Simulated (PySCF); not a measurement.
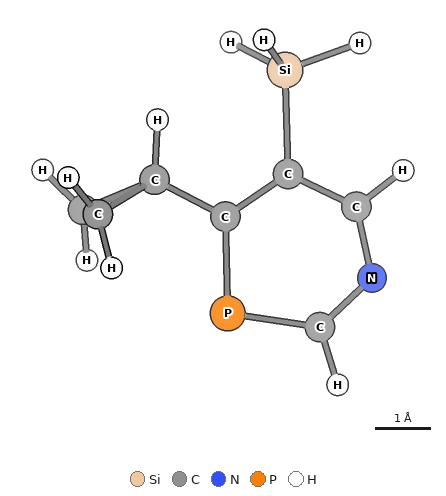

Figure 1. The structure (ball-and-stick view, seen at a tilt). Bond lengths as drawn: C–C 1.41 to 1.51 Å, C–H 1.09 to 1.10 Å, C–N 1.32 to 1.33 Å, C–P 1.74 to 1.76 Å, C–Si 1.89 Å and H–Si 1.49 to 1.50 Å.

Run report: C₇H₁₀NPSi, NMR shielding calculation

- system: C₇H₁₀NPSi
- method: GIAO PBE0/pcSseg-1 NMR shielding, non-relativistic, IEF-PCM tetrahydrofuran (PySCF 2.14.0)

The geometry comes from this level: PBE0-D3(BJ)/def2-SVP. It belongs to a series of runs on one base structure; here: solvent tetrahydrofuran. Figures and captions count atoms from 1; the log counts them from 0 in places.

### What the program printed
```
coarse grid: 18112 points
cycle   1  E = -957.5128975168  dE =  1.477e+00  |g| = 3.373e-01  |ddm| = 4.417e+00
cycle   2  E = -957.5092251731  dE =  3.672e-03  |g| = 3.744e-01  |ddm| = 7.954e-01
cycle   3  E = -957.5424602687  dE = -3.324e-02  |g| = 6.500e-02  |ddm| = 4.133e-01
cycle   4  E = -957.5431872632  dE = -7.270e-04  |g| = 3.426e-02  |ddm| = 8.712e-02
cycle   5  E = -957.5434589021  dE = -2.716e-04  |g| = 7.576e-03  |ddm| = 3.948e-02
cycle   6  E = -957.5434702137  dE = -1.131e-05  |g| = 3.726e-03  |ddm| = 1.261e-02
cycle   7  E = -957.5434737829  dE = -3.569e-06  |g| = 9.549e-04  |ddm| = 4.651e-03
final grid: 167024 points
cycle   8  E = -957.6021883356  dE = -4.069e-05  |g| = 9.046e-03  |ddm| = 4.615e-02
cycle   9  E = -957.6021687260  dE =  1.961e-05  |g| = 1.238e-02  |ddm| = 2.305e-02
cycle  10  E = -957.6022106540  dE = -4.193e-05  |g| = 1.213e-03  |ddm| = 1.429e-02
cycle  11  E = -957.6022109969  dE = -3.429e-07  |g| = 4.081e-04  |ddm| = 1.664e-03
cycle  12  E = -957.6022110343  dE = -3.736e-08  |g| = 1.422e-04  |ddm| = 5.832e-04
cycle  13  E = -957.6022110391  dE = -4.830e-09  |g| = 4.505e-05  |ddm| = 1.831e-04
cycle  14  E = -957.6022110396  dE = -5.039e-10  |g| = 1.085e-05  |ddm| = 5.646e-05
```

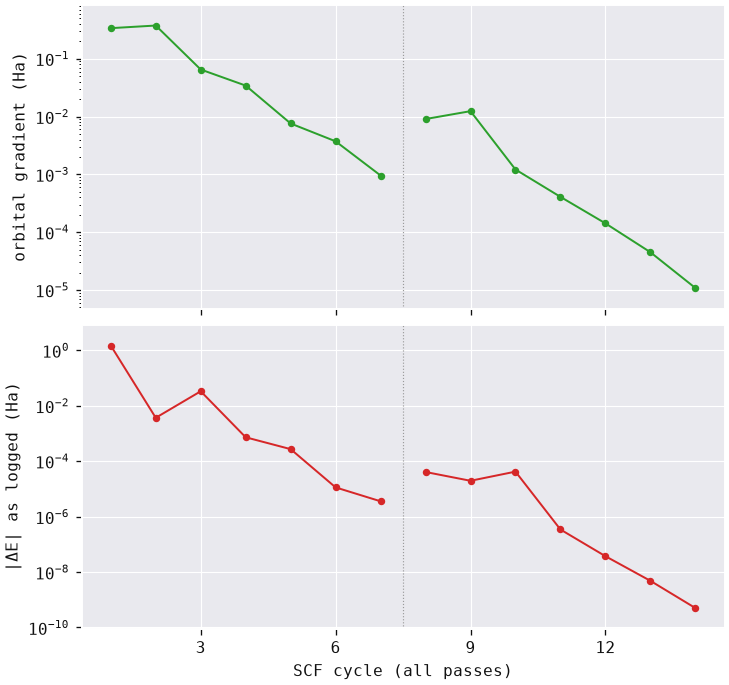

Figure 2. Convergence of the self-consistent field: orbital gradient and size of the energy change against the SCF cycle. The dotted line marks the change from a coarse to the final integration grid. The first 7 cycles use a coarse grid, the final grid takes over at cycle 8, and the field converges after 14 cycles in all.

```
converged SCF energy = -957.6022110396

GIAO shielding tensors (ppm)
atom      isotropic    diamagn.    paramagn.     s11        s22        s33       span
  0 Si     417.861     882.358    -464.498    371.351    422.624    459.607     88.257
  1 C       54.449     261.787    -207.338    -45.851     33.389    175.809    221.660
  2 C       25.179     250.211    -225.033    -69.140     12.714    131.962    201.102
  3 N      -90.613     332.626    -423.239   -421.551   -168.005    317.717    739.268
  4 C       -9.503     261.729    -271.232   -184.843     11.383    144.952    329.795
  5 P      128.082     969.733    -841.652   -108.845    -65.211    558.300    667.145
  6 C      -27.386     262.049    -289.436   -189.449    -63.386    170.676    360.125
  7 C      157.035     245.820     -88.785    118.913    140.682    211.511     92.598
  8 C      158.627     257.220     -98.593    112.007    170.482    193.391     81.385
  9 C      161.890     253.026     -91.136    121.891    170.000    193.780     71.889
 10 H       26.473      30.580      -4.106     22.501     25.965     30.954      8.453
 11 H       26.497      29.982      -3.485     22.433     26.174     30.885      8.453
 12 H       26.857      30.039      -3.182     23.021     25.594     31.956      8.936
 13 H       22.213      30.368      -8.155     16.873     21.769     27.998     11.125
 14 H       20.821      28.124      -7.303     17.721     17.870     26.871      9.150
 15 H       29.205      34.178      -4.973     20.184     29.102     38.328     18.143
 16 H       29.434      30.287      -0.854     23.520     25.664     39.117     15.597
 17 H       30.171      31.700      -1.530     24.564     29.060     36.889     12.325
 18 H       29.478      30.083      -0.605     23.444     25.774     39.217     15.772
 19 H       29.854      31.207      -1.352     23.917     28.647     36.999     13.083
```

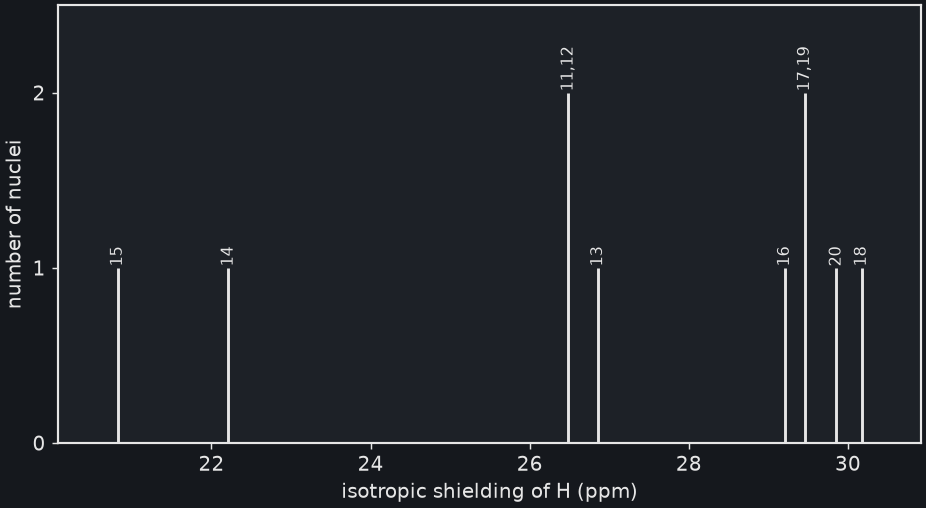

Figure 3. Isotropic shieldings of the hydrogen nuclei in this fixed geometry, labelled by atom number; shielding grows to the right, so chemical shift grows to the left. The least shielded is H15 (20.8 ppm), the most shielded H18 (30.2 ppm).

This output came from the following input.

### Input file
```
{"job": {"kind": "nmr", "xc": "PBE0", "basis": "pcSseg-1", "solvent": "tetrahydrofuran", "pop": false}, "charge": 0, "multiplicity": 1}
Si     1.326732     1.539245    -0.528507
C      1.037470    -0.329246    -0.585685
C      2.185377    -1.141295    -0.632199
N      2.235990    -2.467003    -0.681741
C      1.116802    -3.174193    -0.694161
P     -0.533496    -2.622283    -0.647963
C     -0.255610    -0.882988    -0.585928
C     -1.437393     0.012463    -0.538126
C     -2.667769    -0.280420    -1.371561
C     -2.734250    -0.422344     0.105441
H      0.772929     2.139945     0.723942
H      0.687780     2.226962    -1.691929
H      2.799792     1.773523    -0.571083
H      3.166574    -0.649676    -0.628895
H      1.253138    -4.264955    -0.737060
H     -1.202025     1.075010    -0.424125
H     -3.164431     0.568682    -1.848046
H     -2.638373    -1.192841    -1.975302
H     -3.276811     0.327713     0.686272
H     -2.759560    -1.432629     0.525428
```

The first line tells a small driver script what to run in PySCF; the rest is the geometry in Å.

Command:
```bash
OMP_NUM_THREADS=1 python <driver script> task.json out
```

### Key numbers

- outcome: converged
- total energy: −957.602211 hartree
- HOMO: −7.26 eV
- LUMO: −1.88 eV
- dipole moment: 3.24 D
- isotropic shielding, Si: 417.9 ppm
- isotropic shielding, C: −27.4 to 161.9 ppm
- isotropic shielding, N: −90.6 ppm
- isotropic shielding, P: 128.1 ppm
- isotropic shielding, H: 20.8 to 30.2 ppm
- hardware: 1 CPU thread, shared host
- wall time: 52 s
- peak memory: 1.3 GiB
